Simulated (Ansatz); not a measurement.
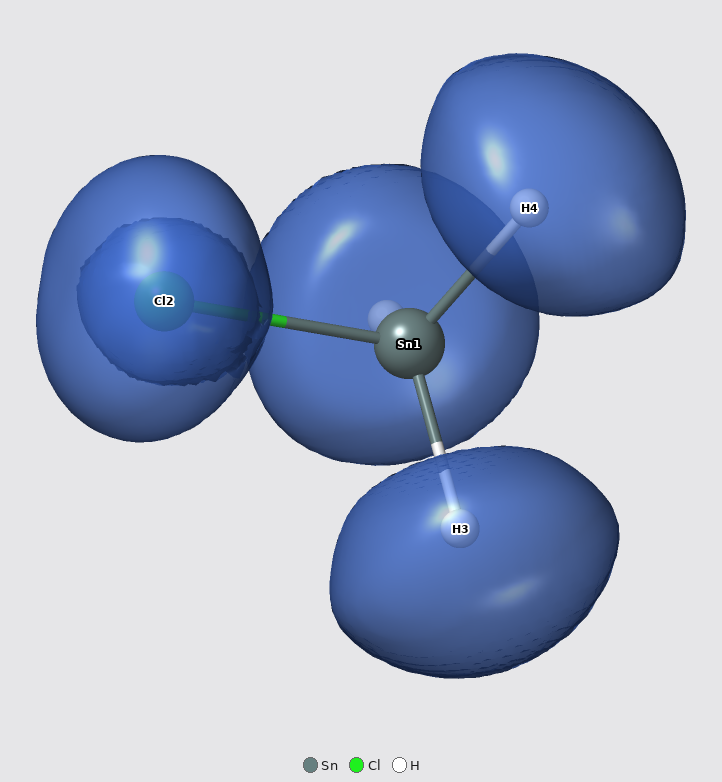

*ClH$_{3}$Sn. Isosurface of the electron localisation function at 0.8 (blue), seen at a tilt. Only the valence region is drawn (cores and ρ < 0.01 e/Å³ removed).*

The reactant side of a reaction path; geometry: PBE0-D4/def2-TZVP; core potentials replace the inner electrons of Sn.

These are results of Ansatz 0.2.0, RKS PBE0-D4/def2-TZVPP, not measurements.

Input file:

```
crystal:
  periodic: [false, false, false]
  atoms:
    - {symbol: Sn, position_ang: [-0.123632, -0.075101, 0.114394]}
    - {symbol: Cl, position_ang: [1.439584, 0.872110, -1.336236]}
    - {symbol: H, position_ang: [-0.800094, -1.394589, -0.717655]}
    - {symbol: H, position_ang: [-1.260691, 1.145620, 0.442177]}
    - {symbol: H, position_ang: [0.744933, -0.548040, 1.497319]}
basis:
  gaussian: {orbitals: def2-TZVPP}
hamiltonian: {xc: pbe0, dispersion: d4}
output: {orbitals: {seedname: orbitals}}
```

Command:

```sh
ansatz run in.yaml --threads 2 --pin off --events-out ev --progress --plain --max-ram 4352MiB
```

Where are the electrons localised?

The surface consists of three regions around hydrogen nuclei and one region wrapped around Cl (its valence shell). Profiles from the grid: Sn–Cl (2.33 Å): the ELF peaks at about 0.80 in the valence shell of Cl, 0.8 Å from its nucleus, and drops to about 0.15 between the two atoms. Sn–H (1.70 Å): the ELF climbs to about 1 towards the hydrogen.
